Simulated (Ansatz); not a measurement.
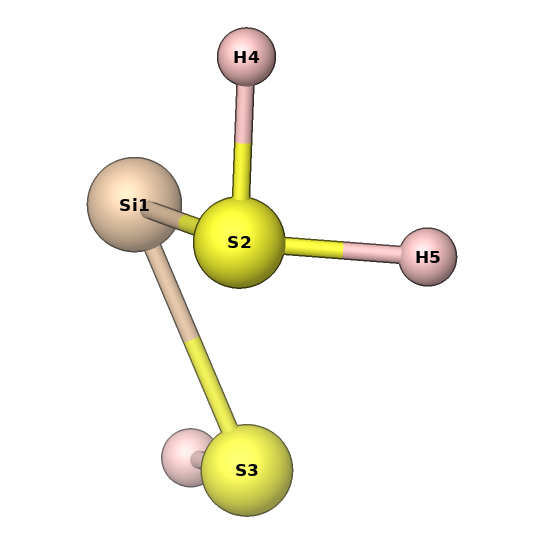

Si1 lies behind S2. The molecule seen a little off the S2–Si1 bond, S2 in front. Atoms fade into the background with distance from the viewer. State: charge +1, singlet. The computed structure is the end point of a PBE0-D4/def2-TZVP optimisation. No frequency run is at hand to confirm it as a minimum.

What is the torsion angle H4–S2–Si1–S3? The sign is positive where the front bond must turn clockwise to cover the back bond.

157°, antiperiplanar (anti).
